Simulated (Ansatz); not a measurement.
# C2H6FInO: one species, many methods, part 1 of 2

Aim: compute C2H6FInO with functionals from several rungs and with coupled cluster. The yardstick is the atomisation energy at the CCSD(T) limit.

Program: Ansatz 0.2.0, Gaussian basis. Level of theory: functionals in def2-TZVPP, the program's frozen cores in correlated methods. These are calculated values, not measurements.

Levels to be run: LDA (SPW92), PBE-D4, revPBE-D4, BLYP-D4, r2SCAN-D4, B97M-V, PBE0-D4, B3LYP-D4, r2SCANh-D4, r2SCAN0-D4, HSE06-D4, BHLYP-D4, CAM-B3LYP-D4, LC-ωPBE, ωB97X-V, ωB97M-V, B2PLYP, PBE-QIDH; CCSD(T)/def2-SVP; CCSD(T)/def2-TZVPP; MP2/def2-QZVPP; extrapolation to the limit; RPA on PBE.

**1. Structure used throughout**

An earlier PBE0-D4 in a triple-zeta def2 set relaxation fixed the geometry. In takes the def2 core potential; no spin-orbit term is included.

SMILES `C[CH2][In]([OH])[F]`, 11 atoms, charge 0, spin multiplicity 1.

Atoms are counted from 1 here; the program's logs count them from 0.

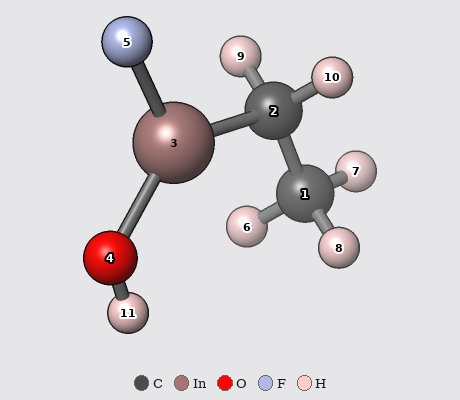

The geometry (carbon dark grey, indium brown, oxygen red, fluorine light blue, hydrogen pink); atoms are numbered from 1 in the order of the file.

**2. LDA**

This LDA is Slater exchange with PW92 correlation.

Input file in.yaml:

```yaml
crystal:
  periodic: [false, false, false]
  atoms:
    - {symbol: C, position_ang: [0.872901, 1.163962, 0.579164]}
    - {symbol: C, position_ang: [-0.567459, 0.770135, 0.291857]}
    - {symbol: In, position_ang: [-0.830345, -1.173198, -0.574829]}
    - {symbol: O, position_ang: [0.383559, -2.640644, -1.105975]}
    - {symbol: F, position_ang: [-2.636477, -1.787746, -0.999816]}
    - {symbol: H, position_ang: [1.483185, 1.181205, -0.326659]}
    - {symbol: H, position_ang: [0.919695, 2.165316, 1.018308]}
    - {symbol: H, position_ang: [1.353375, 0.481133, 1.283552]}
    - {symbol: H, position_ang: [-1.047011, 1.464091, -0.402271]}
    - {symbol: H, position_ang: [-1.175857, 0.767635, 1.199184]}
    - {symbol: H, position_ang: [1.309834, -2.448889, -0.941916]}
basis:
  gaussian: {orbitals: def2-TZVPP}
hamiltonian: {xc: lda}
output: {orbitals: {seedname: orbitals}}
```

Started as:

```bash
$ ansatz run in.yaml --threads 4 --pin off --events-out ev --progress --plain --max-ram 10444MiB
```

Log:

```text
Functional definition: SPW92
  name "SPW92"
  cite "Dirac, Proc. Camb. Phil. Soc. 26, 376 (1930) doi:10.1017/S0305004100016108"
  cite "Slater, Phys. Rev. 81, 385 (1951) doi:10.1103/PhysRev.81.385"
  cite "Perdew & Wang, Phys. Rev. B 45, 13244 (1992) doi:10.1103/PhysRevB.45.13244"
  exchange = slater_x
  correlation = pw_c
1409 factors; their error is unknown
mean field evaluation 1: about -12028.1641 eV, gradient 1.1e2 eV
mean field evaluation 2: about -11906.8575 eV, gradient 2.4e2 eV
mean field evaluation 4: about -12051.3344 eV, gradient 2.6e1 eV
mean field evaluation 8: about -12052.7987 eV, gradient 7.3e-1 eV
mean field evaluation 16: about -12052.7818 eV, gradient 8.5e-4 eV
mean field -12052.78182285 eV, -442.9315623210 hartree, gradient 3.9e-5 eV, S^2 0.000000; 0 other end points of the search recorded, 0 dependent functions left out
reference -12052.78189026 eV, -442.9315647981 hartree; 28, 28 occupied and 230, 230 virtual orbitals, 1409 factors
Total energy: -12052.78189026 eV, -442.9315647981 hartree
```

Run time: 1.4 s. Hardware: 4 threads of Arm Neoverse V2, shared host; peak memory 0.32 GiB.

With the free atoms at this level, -12006.153 eV in sum, the atomisation energy is 4499.0 kJ/mol. HOMO -6.98 eV, LUMO -2.46 eV.

**3. PBE-D4 (GGA)**

Changes to in.yaml since step 2:

```diff
@@ -16,3 +16,3 @@
   gaussian: {orbitals: def2-TZVPP}
-hamiltonian: {xc: lda}
-output: {orbitals: {seedname: orbitals}}
+hamiltonian: {xc: pbe, dispersion: d4}
+output: {forces: true, orbitals: {seedname: orbitals}}
```

Launched as before.

Log, cut to the lines that bear on the results:

```text
Functional definition: PBE
  name "PBE"
  cite "Perdew, Burke & Ernzerhof, Phys. Rev. Lett. 77, 3865 (1996) doi:10.1103/PhysRevLett.77.3865"
  parent pbe
[...]
1409 factors; their error is unknown
[...]
mean field -12106.31646373 eV, -444.8989240862 hartree, gradient 2.9e-5 eV, S^2 0.000000; 0 other end points of the search recorded, 0 dependent functions left out
[...]
reference -12106.31653701 eV, -444.8989267790 hartree; 28, 28 occupied and 230, 230 virtual orbitals, 1409 factors
Total energy: -12106.50511447 eV, -444.9058568728 hartree
Atom 0 at     0.872901     1.163962     0.579164 Å, force    -0.004354    -0.044467    -0.019465 eV/Å
Atom 1 at    -0.567459     0.770135     0.291857 Å, force     0.028849     0.127265     0.057334 eV/Å
Atom 2 at    -0.830345    -1.173198    -0.574829 Å, force     0.164068     0.330136     0.158105 eV/Å
Atom 3 at     0.383559    -2.640644    -1.105975 Å, force    -0.193219    -0.541975    -0.252293 eV/Å
Atom 4 at    -2.636477    -1.787746    -0.999816 Å, force    -0.473122    -0.178091    -0.118658 eV/Å
Atom 5 at     1.483185     1.181205    -0.326659 Å, force     0.127995     0.006752    -0.169148 eV/Å
Atom 6 at     0.919695     2.165316     1.018308 Å, force     0.009360     0.204006     0.089434 eV/Å
Atom 7 at     1.353375     0.481133     1.283552 Å, force     0.103372    -0.125990     0.135823 eV/Å
Atom 8 at    -1.047011     1.464091    -0.402271 Å, force    -0.105307     0.113041    -0.147459 eV/Å
Atom 9 at    -1.175857     0.767635     1.199184 Å, force    -0.130786    -0.024214     0.167000 eV/Å
Atom 10 at     1.309834    -2.448889    -0.941916 Å, force     0.473144     0.133537     0.099329 eV/Å
Dipole moment:     0.647649     0.738389     0.377146 e Å
```

Wall time 2.7 s (4 threads of Arm Neoverse V2, shared host); peak memory 0.32 GiB.

Atomisation energy: 3991.0 kJ/mol (free atoms -12065.142 eV, run apart). HOMO -6.75 eV, LUMO -2.18 eV.

**4. revPBE-D4 (GGA)**

Changes to in.yaml since step 3:

```diff
@@ -16,3 +16,3 @@
   gaussian: {orbitals: def2-TZVPP}
-hamiltonian: {xc: pbe, dispersion: d4}
-output: {forces: true, orbitals: {seedname: orbitals}}
+hamiltonian: {xc: {name: revPBE}, dispersion: d4}
+output: {orbitals: {seedname: orbitals}}
```

The command is unchanged.

Log:

```text
Functional definition: revPBE
  name "revPBE"
  cite "Zhang & Yang, Phys. Rev. Lett. 80, 890 (1998) doi:10.1103/PhysRevLett.80.890"
  cite "Perdew, Burke & Ernzerhof, Phys. Rev. Lett. 77, 3865 (1996) doi:10.1103/PhysRevLett.77.3865"
  parameter kappa = 1.245
  parameter beta = 0.06672455060314922
  exchange = pbe_x(kappa = kappa, mu = beta*pi^2/3)
  correlation = pbe_c(beta = beta)
1409 factors; their error is unknown
mean field evaluation 1: about -12090.1214 eV, gradient 1.1e2 eV
mean field evaluation 2: about -11974.0662 eV, gradient 2.3e2 eV
mean field evaluation 4: about -12111.9955 eV, gradient 2.3e1 eV
mean field evaluation 8: about -12113.1977 eV, gradient 5.5e-1 eV
mean field evaluation 16: about -12113.1798 eV, gradient 7.1e-4 eV
mean field -12113.17979812 eV, -445.1511469729 hartree, gradient 4.0e-5 eV, S^2 0.000000; 0 other end points of the search recorded, 0 dependent functions left out
reference -12113.17989006 eV, -445.1511503515 hartree; 28, 28 occupied and 230, 230 virtual orbitals, 1409 factors
Total energy: -12113.72694724 eV, -445.1712543320 hartree
```

Run time: 2.2 s. Hardware: 4 threads of Arm Neoverse V2, shared host; peak memory 0.32 GiB.

With the free atoms at this level, -12073.491 eV in sum, the atomisation energy is 3882.2 kJ/mol. HOMO -6.67 eV, LUMO -2.06 eV.

**5. BLYP-D4 (GGA)**

Changes to in.yaml since step 4:

```diff
@@ -16,3 +16,3 @@
   gaussian: {orbitals: def2-TZVPP}
-hamiltonian: {xc: {name: revPBE}, dispersion: d4}
+hamiltonian: {xc: {name: BLYP}, dispersion: d4}
 output: {orbitals: {seedname: orbitals}}
```

Same command.

Log:

```text
Functional definition: BLYP
  name "BLYP"
  cite "Becke, Phys. Rev. A 38, 3098 (1988) doi:10.1103/PhysRevA.38.3098"
  cite "Lee, Yang & Parr, Phys. Rev. B 37, 785 (1988) doi:10.1103/PhysRevB.37.785"
  parameter beta = 0.0042
  parameter a = 0.04918
  parameter b = 0.132
  parameter c = 0.2533
  parameter d = 0.349
  exchange = b88_x(beta = beta)
  correlation = lyp_c(a = a, b = b, c = c, d = d)
1409 factors; their error is unknown
mean field evaluation 1: about -12084.9707 eV, gradient 1.2e2 eV
mean field evaluation 2: about -11948.8461 eV, gradient 2.5e2 eV
mean field evaluation 4: about -12109.1605 eV, gradient 3.1e1 eV
mean field evaluation 8: about -12111.1629 eV, gradient 7.3e-1 eV
mean field evaluation 16: about -12111.1440 eV, gradient 8.1e-4 eV
mean field -12111.14404671 eV, -445.0763344885 hartree, gradient 4.5e-5 eV, S^2 0.000000; 0 other end points of the search recorded, 0 dependent functions left out
reference -12111.14449426 eV, -445.0763509354 hartree; 28, 28 occupied and 230, 230 virtual orbitals, 1409 factors
Total energy: -12111.55187543 eV, -445.0913219172 hartree
```

Run time: 2.4 s. Hardware: 4 threads of Arm Neoverse V2, shared host; peak memory 0.32 GiB.

Atomisation energy: 3901.3 kJ/mol (free atoms -12071.117 eV, run apart). HOMO -6.65 eV, LUMO -2.18 eV.

**6. r2SCAN-D4 (meta-GGA)**

Changes to in.yaml since step 5:

```diff
@@ -16,3 +16,3 @@
   gaussian: {orbitals: def2-TZVPP}
-hamiltonian: {xc: {name: BLYP}, dispersion: d4}
-output: {orbitals: {seedname: orbitals}}
+hamiltonian: {xc: r2scan, dispersion: d4}
+output: {forces: true, orbitals: {seedname: orbitals}}
```

The command is unchanged.

Log, cut to the lines that bear on the results:

```text
Functional definition: r2SCAN
  name "r2SCAN"
  cite "Furness, Kaplan, Ning, Perdew & Sun, J. Phys. Chem. Lett. 11, 8208 (2020) doi:10.1021/acs.jpclett.0c02405"
  cite "Furness, Kaplan, Ning, Perdew & Sun, J. Phys. Chem. Lett. 11, 9248 (2020) doi:10.1021/acs.jpclett.0c03077"
  parent r2scan
[...]
1409 factors; their error is unknown
[...]
mean field -12112.52476462 eV, -445.1270749357 hartree, gradient 5.2e-5 eV, S^2 0.000000; 0 other end points of the search recorded, 0 dependent functions left out
[...]
reference -12112.52478873 eV, -445.1270758218 hartree; 28, 28 occupied and 230, 230 virtual orbitals, 1409 factors
Total energy: -12112.57165160 eV, -445.1287980004 hartree
Atom 0 at     0.872901     1.163962     0.579164 Å, force     0.127591     0.002936     0.011764 eV/Å
Atom 1 at    -0.567459     0.770135     0.291857 Å, force    -0.113240     0.092873     0.030969 eV/Å
Atom 2 at    -0.830345    -1.173198    -0.574829 Å, force     0.036053     0.099000     0.046358 eV/Å
Atom 3 at     0.383559    -2.640644    -1.105975 Å, force    -0.008278    -0.164024    -0.072076 eV/Å
Atom 4 at    -2.636477    -1.787746    -0.999816 Å, force    -0.068065    -0.044457    -0.025175 eV/Å
Atom 5 at     1.483185     1.181205    -0.326659 Å, force    -0.010786    -0.001209     0.016224 eV/Å
Atom 6 at     0.919695     2.165316     1.018308 Å, force    -0.003833    -0.008520    -0.004036 eV/Å
Atom 7 at     1.353375     0.481133     1.283552 Å, force    -0.008443     0.011512    -0.013424 eV/Å
Atom 8 at    -1.047011     1.464091    -0.402271 Å, force    -0.002258    -0.013853    -0.001536 eV/Å
Atom 9 at    -1.175857     0.767635     1.199184 Å, force    -0.001767    -0.010781    -0.009620 eV/Å
Atom 10 at     1.309834    -2.448889    -0.941916 Å, force     0.053025     0.036524     0.020553 eV/Å
Dipole moment:     0.660409     0.760631     0.387936 e Å
```

It took 5.5 s on 4 threads of Arm Neoverse V2, shared host; peak memory 0.36 GiB.

With the free atoms at this level, -12071.872 eV in sum, the atomisation energy is 3926.9 kJ/mol. HOMO -7.01 eV, LUMO -1.91 eV.

**7. B97M-V (meta-GGA)**

Changes to in.yaml since step 6:

```diff
@@ -16,3 +16,3 @@
   gaussian: {orbitals: def2-TZVPP}
-hamiltonian: {xc: r2scan, dispersion: d4}
-output: {forces: true, orbitals: {seedname: orbitals}}
+hamiltonian: {xc: {name: B97M-V}}
+output: {orbitals: {seedname: orbitals}}
```

The command is unchanged.

Log, cut to the lines that bear on the results:

```text
Functional definition: B97M-V
  name "B97M-V"
  cite "Mardirossian & Head-Gordon, J. Chem. Phys. 142, 074111 (2015) doi:10.1063/1.4907719"
  cite "Becke, J. Chem. Phys. 107, 8554 (1997) doi:10.1063/1.475007"
  cite "Vydrov & Van Voorhis, J. Chem. Phys. 133, 244103 (2010) doi:10.1063/1.3521275"
  # Of w^i u^j: cxij and so on, Table III.
[...]
  gx(w, u) = cx00 + cx01*u + cx02*u^2 + (cx10 + cx11*u)*w
  gss(w, u) = css00 + css02*u^2 + css10*w + (css32*w^3 + css42*w^4)*u^2
  gos(w, u) = cos00 + cos01*u + cos03*u^3 + cos10*w + cos32*w^3*u^2
[...]
      + integral(e_c_pw_mod_opposite_spin*gos(b97_w_opposite, b97_u_opposite)) + vv10(b, c)
1409 factors; their error is unknown
[...]
mean field -12112.48049890 eV, -445.1254482005 hartree, gradient 3.1e-5 eV, S^2 0.000000; 0 other end points of the search recorded, 0 dependent functions left out
reference -12112.48060289 eV, -445.1254520221 hartree; 28, 28 occupied and 230, 230 virtual orbitals, 1409 factors
Total energy: -12112.48060289 eV, -445.1254520221 hartree
```

Run time: 11 s. Hardware: 4 threads of Arm Neoverse V2, shared host; peak memory 0.42 GiB.

With the free atoms at this level, -12071.910 eV in sum, the atomisation energy is 3914.5 kJ/mol. HOMO -7.04 eV, LUMO -2.11 eV.

**8. PBE0-D4 (hybrid)**

Changes to in.yaml since step 7:

```diff
@@ -16,3 +16,3 @@
   gaussian: {orbitals: def2-TZVPP}
-hamiltonian: {xc: {name: B97M-V}}
+hamiltonian: {xc: pbe0, dispersion: d4}
 output: {orbitals: {seedname: orbitals}}
```

Launched as before.

Log:

```text
Functional definition: PBE0
  name "PBE0"
  cite "Adamo & Barone, J. Chem. Phys. 110, 6158 (1999) doi:10.1063/1.478522"
  cite "Perdew, Burke & Ernzerhof, Phys. Rev. Lett. 77, 3865 (1996) doi:10.1103/PhysRevLett.77.3865"
  parent pbe
  parameter a = 0.25
  parameter kappa = 0.804
  parameter beta = 0.06672455060314922
  exchange = (1 - a)*pbe_x(kappa = kappa, mu = beta*pi^2/3) + a*exact_x
  correlation = pbe_c(beta = beta)
1502 factors; their error is unknown
mean field evaluation 1: about -12090.9845 eV, gradient 9.0e1 eV
mean field evaluation 2: about -12055.2036 eV, gradient 1.6e2 eV
mean field evaluation 4: about -12106.2640 eV, gradient 1.0e1 eV
mean field evaluation 8: about -12106.4661 eV, gradient 7.9e-2 eV
mean field evaluation 16: about -12106.5200 eV, gradient 5.3e-5 eV
mean field -12106.51997782 eV, -444.9064030910 hartree, gradient 5.3e-5 eV, S^2 0.000000; 0 other end points of the search recorded, 0 dependent functions left out
reference -12106.52003049 eV, -444.9064050267 hartree; 28, 28 occupied and 230, 230 virtual orbitals, 1502 factors
Total energy: -12106.68030116 eV, -444.9122948649 hartree
```

Wall time 3.2 s (4 threads of Arm Neoverse V2, shared host); peak memory 0.65 GiB.

Atomisation energy: 3903.0 kJ/mol (free atoms -12066.228 eV, run apart). HOMO -8.06 eV, LUMO -1.31 eV.

**9. B3LYP-D4 (hybrid)**

B3LYP here takes the VWN-RPA correlation.

Changes to in.yaml since step 8:

```diff
@@ -16,3 +16,3 @@
   gaussian: {orbitals: def2-TZVPP}
-hamiltonian: {xc: pbe0, dispersion: d4}
-output: {orbitals: {seedname: orbitals}}
+hamiltonian: {xc: {name: B3LYP}, dispersion: d4}
+output: {forces: true, orbitals: {seedname: orbitals}}
```

Launched as before.

Log, cut to the lines that bear on the results:

```text
Functional definition: B3LYP
  name "B3LYP"
  cite "Stephens, Devlin, Chabalowski & Frisch, J. Phys. Chem. 98, 11623 (1994) doi:10.1021/j100096a001"
  cite "Becke, Phys. Rev. A 38, 3098 (1988) doi:10.1103/PhysRevA.38.3098"
  cite "Lee, Yang & Parr, Phys. Rev. B 37, 785 (1988) doi:10.1103/PhysRevB.37.785"
  cite "Vosko, Wilk & Nusair, Can. J. Phys. 58, 1200 (1980) doi:10.1139/p80-159"
[...]
1486 factors; their error is unknown
[...]
mean field -12116.06035571 eV, -445.2570055117 hartree, gradient 1.7e-5 eV, S^2 0.000000; 0 other end points of the search recorded, 0 dependent functions left out
[...]
reference -12116.06068979 eV, -445.2570177887 hartree; 28, 28 occupied and 230, 230 virtual orbitals, 1486 factors
Total energy: -12116.36461619 eV, -445.2681868779 hartree
Atom 0 at     0.872901     1.163962     0.579164 Å, force     0.222269     0.065098     0.046479 eV/Å
Atom 1 at    -0.567459     0.770135     0.291857 Å, force    -0.213858     0.249054     0.090780 eV/Å
Atom 2 at    -0.830345    -1.173198    -0.574829 Å, force     0.038962     0.102757     0.048352 eV/Å
Atom 3 at     0.383559    -2.640644    -1.105975 Å, force     0.151939    -0.225945    -0.084960 eV/Å
Atom 4 at    -2.636477    -1.787746    -0.999816 Å, force    -0.285944    -0.104889    -0.070452 eV/Å
Atom 5 at     1.483185     1.181205    -0.326659 Å, force    -0.025130    -0.000826     0.045620 eV/Å
Atom 6 at     0.919695     2.165316     1.018308 Å, force     0.001190    -0.042307    -0.018320 eV/Å
Atom 7 at     1.353375     0.481133     1.283552 Å, force    -0.018688     0.034021    -0.034870 eV/Å
Atom 8 at    -1.047011     1.464091    -0.402271 Å, force     0.029981    -0.048885     0.045412 eV/Å
Atom 9 at    -1.175857     0.767635     1.199184 Å, force     0.038434    -0.002503    -0.062317 eV/Å
Atom 10 at     1.309834    -2.448889    -0.941916 Å, force     0.060843    -0.025575    -0.005723 eV/Å
Dipole moment:     0.666669     0.777903     0.395998 e Å
```

It took 5.5 s on 4 threads of Arm Neoverse V2, shared host; peak memory 0.73 GiB.

With the free atoms at this level, -12076.003 eV in sum, the atomisation energy is 3894.3 kJ/mol. HOMO -7.85 eV, LUMO -1.65 eV.

**10. r2SCANh-D4 (hybrid)**

Changes to in.yaml since step 9:

```diff
@@ -16,3 +16,3 @@
   gaussian: {orbitals: def2-TZVPP}
-hamiltonian: {xc: {name: B3LYP}, dispersion: d4}
-output: {forces: true, orbitals: {seedname: orbitals}}
+hamiltonian: {xc: {name: r2SCANh}, dispersion: d4}
+output: {orbitals: {seedname: orbitals}}
```

The command is unchanged.

Log, cut to the lines that bear on the results:

```text
Functional definition: r2SCANh
  name "r2SCANh"
  cite "Bursch, Neugebauer, Ehlert & Grimme, J. Chem. Phys. 156, 134105 (2022) doi:10.1063/5.0086040"
  cite "Furness, Kaplan, Ning, Perdew & Sun, J. Phys. Chem. Lett. 11, 8208 (2020) doi:10.1021/acs.jpclett.0c02405"
  cite "Furness, Kaplan, Ning, Perdew & Sun, J. Phys. Chem. Lett. 11, 9248 (2020) doi:10.1021/acs.jpclett.0c03077"
  parent r2scan
[...]
1409 factors; their error is unknown
[...]
mean field -12111.74427160 eV, -445.0983923463 hartree, gradient 2.1e-5 eV, S^2 0.000000; 0 other end points of the search recorded, 0 dependent functions left out
reference -12111.74429339 eV, -445.0983931469 hartree; 28, 28 occupied and 230, 230 virtual orbitals, 1409 factors
Total energy: -12111.79450345 eV, -445.1002383325 hartree
```

It took 6 s on 4 threads of Arm Neoverse V2, shared host; peak memory 0.67 GiB.

Atomisation energy: 3894.5 kJ/mol (free atoms -12071.431 eV, run apart). HOMO -7.50 eV, LUMO -1.60 eV.

**11. r2SCAN0-D4 (hybrid)**

Changes to in.yaml since step 10:

```diff
@@ -16,3 +16,3 @@
   gaussian: {orbitals: def2-TZVPP}
-hamiltonian: {xc: {name: r2SCANh}, dispersion: d4}
+hamiltonian: {xc: {name: r2SCAN0}, dispersion: d4}
 output: {orbitals: {seedname: orbitals}}
```

The command is unchanged.

Log, cut to the lines that bear on the results:

```text
Functional definition: r2SCAN0
  name "r2SCAN0"
  cite "Bursch, Neugebauer, Ehlert & Grimme, J. Chem. Phys. 156, 134105 (2022) doi:10.1063/5.0086040"
  cite "Furness, Kaplan, Ning, Perdew & Sun, J. Phys. Chem. Lett. 11, 8208 (2020) doi:10.1021/acs.jpclett.0c02405"
  cite "Furness, Kaplan, Ning, Perdew & Sun, J. Phys. Chem. Lett. 11, 9248 (2020) doi:10.1021/acs.jpclett.0c03077"
  parent r2scan
[...]
1502 factors; their error is unknown
[...]
mean field -12110.62372865 eV, -445.0572131522 hartree, gradient 6.4e-5 eV, S^2 0.000000; 0 other end points of the search recorded, 0 dependent functions left out
reference -12110.62374702 eV, -445.0572138275 hartree; 28, 28 occupied and 230, 230 virtual orbitals, 1502 factors
Total energy: -12110.67930293 eV, -445.0592554694 hartree
```

Wall time 5.5 s (4 threads of Arm Neoverse V2, shared host); peak memory 0.69 GiB.

Atomisation energy: 3848.9 kJ/mol (free atoms -12070.789 eV, run apart). HOMO -8.24 eV, LUMO -1.14 eV.

**12. HSE06-D4 (hybrid)**

HSE06 is the plane-wave form, built on full-range PBE exchange.

Changes to in.yaml since step 11:

```diff
@@ -16,3 +16,3 @@
   gaussian: {orbitals: def2-TZVPP}
-hamiltonian: {xc: {name: r2SCAN0}, dispersion: d4}
+hamiltonian: {xc: hse06, dispersion: d4}
 output: {orbitals: {seedname: orbitals}}
```

Same command.

Log, cut to the lines that bear on the results:

```text
Functional definition: HSE06
  name "HSE06"
  cite "Heyd, Scuseria & Ernzerhof, J. Chem. Phys. 118, 8207 (2003) doi:10.1063/1.1564060"
  cite "Krukau, Vydrov, Izmaylov & Scuseria, J. Chem. Phys. 125, 224106 (2006) doi:10.1063/1.2404663"
  cite "Heyd & Scuseria, J. Chem. Phys. 120, 7274 (2004) doi:10.1063/1.1668634"
  cite "Ernzerhof & Perdew, J. Chem. Phys. 109, 3313 (1998) doi:10.1063/1.476928"
  cite "Perdew, Burke & Ernzerhof, Phys. Rev. Lett. 77, 3865 (1996) doi:10.1103/PhysRevLett.77.3865"
  parent pbe
[...]
  # The whole range is PBE's own exchange, as in plane waves. The composition of these papers is wPBEh.
[...]
1502 factors; their error is unknown
120 factors; integrals over basis functions are off by at most 3.7e-7 eV
[...]
mean field -12106.14531169 eV, -444.8926343645 hartree, gradient 5.7e-5 eV, S^2 0.000000; 0 other end points of the search recorded, 0 dependent functions left out
reference -12106.14538174 eV, -444.8926369390 hartree; 28, 28 occupied and 230, 230 virtual orbitals, 1502 factors
Total energy: -12106.29588207 eV, -444.8981677242 hartree
```

It took 3.6 s on 4 threads of Arm Neoverse V2, shared host; peak memory 0.69 GiB.

Atomisation energy: 3905.5 kJ/mol (free atoms -12065.818 eV, run apart). HOMO -7.66 eV, LUMO -1.68 eV.

**13. BHLYP-D4 (hybrid)**

Changes to in.yaml since step 12:

```diff
@@ -16,3 +16,3 @@
   gaussian: {orbitals: def2-TZVPP}
-hamiltonian: {xc: hse06, dispersion: d4}
+hamiltonian: {xc: {name: BHLYP}, dispersion: d4}
 output: {orbitals: {seedname: orbitals}}
```

Same command.

Log:

```text
Functional definition: BHLYP
  name "BHLYP"
  cite "Becke, J. Chem. Phys. 98, 1372 (1993) doi:10.1063/1.464304"
  cite "Becke, Phys. Rev. A 38, 3098 (1988) doi:10.1103/PhysRevA.38.3098"
  cite "Lee, Yang & Parr, Phys. Rev. B 37, 785 (1988) doi:10.1103/PhysRevB.37.785"
  parameter a = 0.5
  exchange = (1 - a)*b88_x + a*exact_x
  correlation = lyp_c
1673 factors; their error is unknown
mean field evaluation 1: about -12096.8297 eV, gradient 7.9e1 eV
mean field evaluation 2: about -12088.5132 eV, gradient 1.1e2 eV
mean field evaluation 4: about -12108.1796 eV, gradient 4.4e0 eV
mean field evaluation 8: about -12108.2230 eV, gradient 1.6e-1 eV
mean field evaluation 16: about -12108.3450 eV, gradient 4.0e-4 eV
mean field -12108.34504338 eV, -444.9734730133 hartree, gradient 5.2e-5 eV, S^2 0.000000; 0 other end points of the search recorded, 0 dependent functions left out
reference -12108.34526302 eV, -444.9734810847 hartree; 28, 28 occupied and 230, 230 virtual orbitals, 1673 factors
Total energy: -12108.59281550 eV, -444.9825784708 hartree
```

It took 3.5 s on 4 threads of Arm Neoverse V2, shared host; peak memory 0.69 GiB.

With the free atoms at this level, -12069.571 eV in sum, the atomisation energy is 3765.0 kJ/mol. HOMO -9.25 eV, LUMO -0.55 eV.

(Continued in part 2 of 2.)
